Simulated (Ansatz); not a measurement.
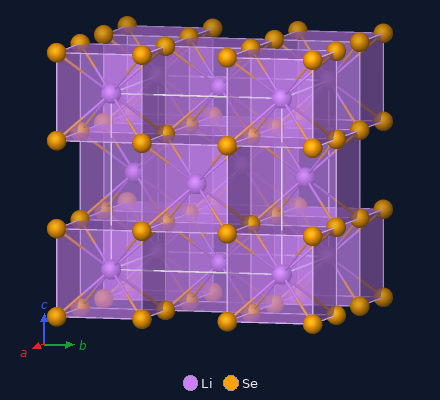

The structure; the drawing may span several cells.

Given this structure, coordinates from a relaxation with DFT PBE, scalar-relativistic, plane waves, PAW in Ansatz; the starting structure was generated, so it need not be a known form of this composition, written in its standard cell:

```
Li Se
1.0
     6.19823    0.00000    0.00000
     0.00000    6.19823    0.00000
     0.00000    0.00000    6.19823
Li Se
4 8
Direct
  0.00000 0.00000 0.00000
  0.00000 0.50000 0.50000
  0.50000 0.00000 0.50000
  0.50000 0.50000 0.00000
  0.25000 0.75000 0.75000
  0.25000 0.25000 0.75000
  0.25000 0.25000 0.25000
  0.25000 0.75000 0.25000
  0.75000 0.75000 0.25000
  0.75000 0.25000 0.25000
  0.75000 0.25000 0.75000
  0.75000 0.75000 0.75000
```

### What does the kinematic electron diffraction pattern along [211] look like at 200 kV (B = 1 Å²)?

The spots form a rectangular net whose two shortest vectors correspond to d = 3.58 Å and 2.19 Å, 90.0° apart. They are -1 1 1 and 0 -2 2. The pattern has symmetry 2mm. The lattice centring (F) removes all reflections that break h + k = 2n, h + l = 2n; reflections such as 3 -3 -3, 1 -5 3, 1 3 -5 are allowed but too weak to see at this display level.

Strongest reflections with d > 0.81 Å, one of each family (|F|² from tabulated Gaussian fits of the electron scattering factors, times a small damping for the curvature of the Ewald sphere):

| hkl | d (Å) | I (strongest = 100) |
| --- | --- | --- |
| 0 2 -2 | 2.191 | 100 |
| 2 -2 -2 | 1.789 | 47 |
| 2 0 -4 | 1.386 | 24 |
| 0 4 -4 | 1.096 | 15 |
| 4 -4 -4 | 0.895 | 7 |
| 2 2 -6 | 0.934 | 7 |

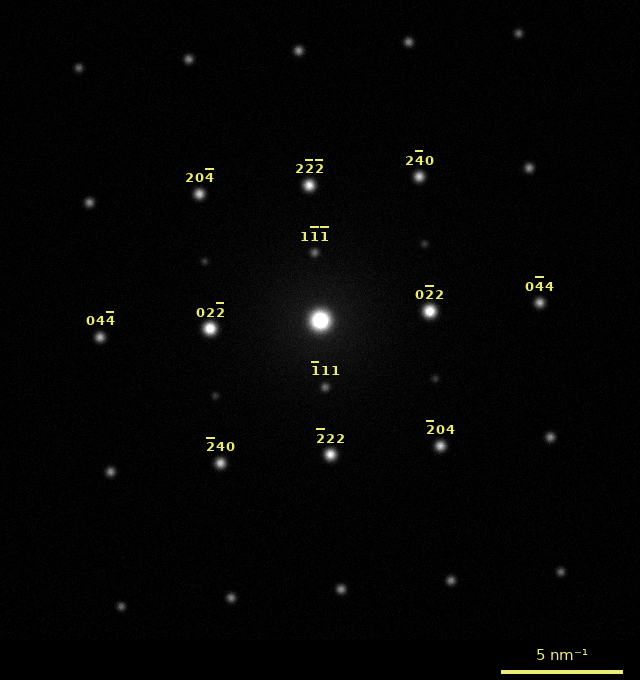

Calculated pattern, seen from the source side with [211] pointing towards the source.
